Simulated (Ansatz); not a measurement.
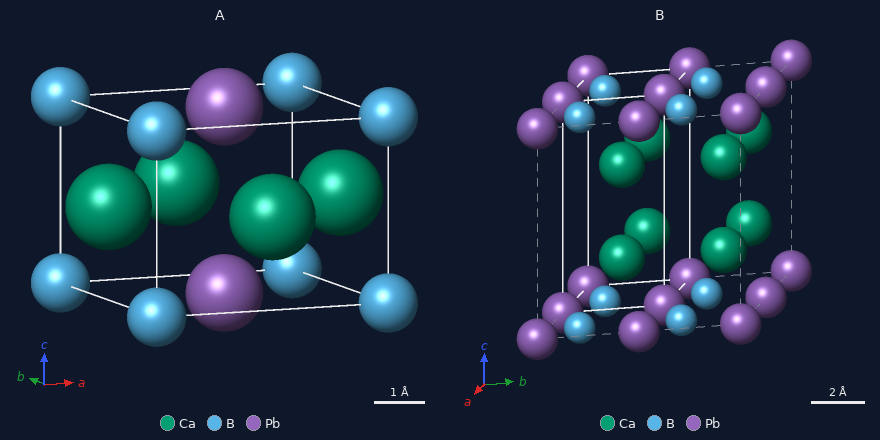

Two structures of Ca$_{2}$BPb, each relaxed to rest (conventional cells in solid outline, small ones repeated, not to one scale). Method: DFT PBE, scalar-relativistic, plane waves, PAW in Ansatz 0.2.0, without spin polarisation.

Question: Describe A and B.

Answer: A: 4 atoms a cell on a primitive tetragonal lattice, P4/mmm. B: 4 atoms a cell on a primitive hexagonal lattice, P-6m2.

Question: Which form lies lower?

Answer: A is lower, by 29 meV/atom at this level of theory (energies at zero smearing). Volumes: A 24.7, B 28.8 Å³/atom.

One or both may be structure types tried for this composition rather than known phases.
